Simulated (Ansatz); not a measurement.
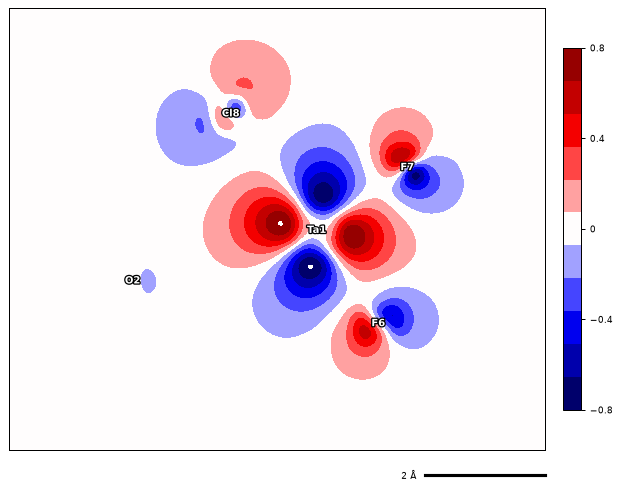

*ClF4Ta···H2O. The LUMO on the plane of atoms F7, Ta1 and Cl8 (values in Å⁻³ᐟ²; the overall sign is arbitrary).*

Core potentials replace the inner electrons of Ta; not at a stationary point (largest force 1.2 eV/Å).

The calculation used RKS PBE0/def2-SVP in Ansatz.

The calculation's input:

```
crystal:
  periodic: [false, false, false]
  atoms:
    - { symbol: Ta, position_ang: [0.0, 0.0, 0.0] }
    - { symbol: O, position_ang: [2.37, 0.0, 0.0] }
    - { symbol: H, position_ang: [2.7071, -0.5308, 0.7903] }
    - { symbol: F, position_ang: [0.0, 0.0, 1.93] }
    - { symbol: F, position_ang: [0.0, 0.0, -1.93] }
    - { symbol: F, position_ang: [-0.965, 1.6714, 0.0] }
    - { symbol: F, position_ang: [-0.965, -1.6714, 0.0] }
    - { symbol: Cl, position_ang: [0.8734, -2.2249, 1.3999] }
    - { symbol: H, position_ang: [2.1134, -1.1502, 0.7237] }
basis:
  gaussian: { orbitals: def2-SVP }
hamiltonian:
  xc: pbe0
relax:
  f_tol: 0.15
  max_steps: 25
  restrain:
    - { distance: [0, 7], at: 2.47, k: 30.0 }
    - { distance: [8, 1], at: 1.01, k: 30.0 }
    - { distance: [0, 1], at: 3.22, k: 30.0 }
    - { distance: [8, 7], at: 2.57, k: 30.0 }
output:
  orbitals: {}
```

Command:

```sh
ansatz run input.yaml --threads 4 --pin off --max-ram 5120MiB --backend cpu --events-out ev --progress --plain --runs-dir out
```

The fields are those of the run's last geometry, not of the input's.

> What is the character of this orbital?

Its weight (Hirshfeld) is mainly on Ta1 (about 70 %), F7 (about 10 %), F6 (about 10 %) and Cl8 (about 10 %). Its energy is −3.27 eV.
